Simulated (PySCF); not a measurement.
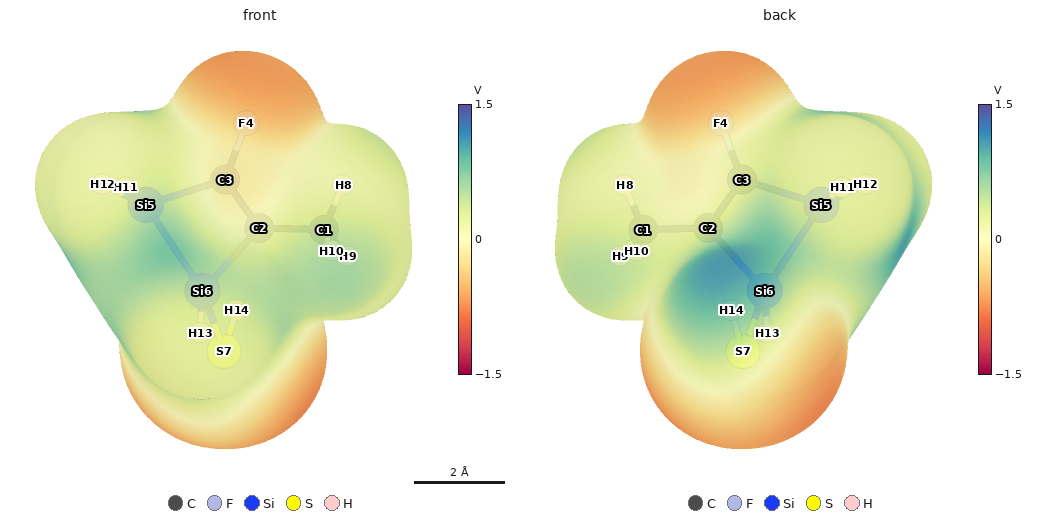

*C3H7FSSi2. The molecular electrostatic potential painted on the density surface at 0.001 e/bohr³, seen from the front and from behind; red is negative and blue positive.*

Geometry: GFN2-xTB.

Level of theory: PBE0/pcSseg-1, SCF density, gas phase, non-relativistic (PySCF).

```xyz
14

C    -0.4458    1.1749    1.6438
C    -0.3174    0.2266    0.5066
C    -1.2396   -0.0599   -0.4252
F    -2.4761    0.4946   -0.4476
Si   -0.5102   -1.3322   -1.6407
Si    1.1313   -0.8947   -0.0266
S     2.9221    0.2164   -0.5257
H    -1.4164    1.6688    1.6365
H     0.3385    1.9306    1.5895
H    -0.3252    0.6439    2.5881
H    -0.4235   -0.8304   -3.0156
H    -1.2253   -2.6081   -1.6498
H     1.6547   -1.7604    1.0259
H     2.3323    1.1293   -1.2815
```

Which sites attract a positive test charge, and which a negative one?

Answer. A positive charge is drawn to the negative regions and a negative charge to the positive ones. The most negative region (about −0.8 V) lies over S7, the most positive (about +1.1 V) over Si5 and H14.

How polar is the molecule by this calculation?

Answer. Its dipole moment is 0.41 D.
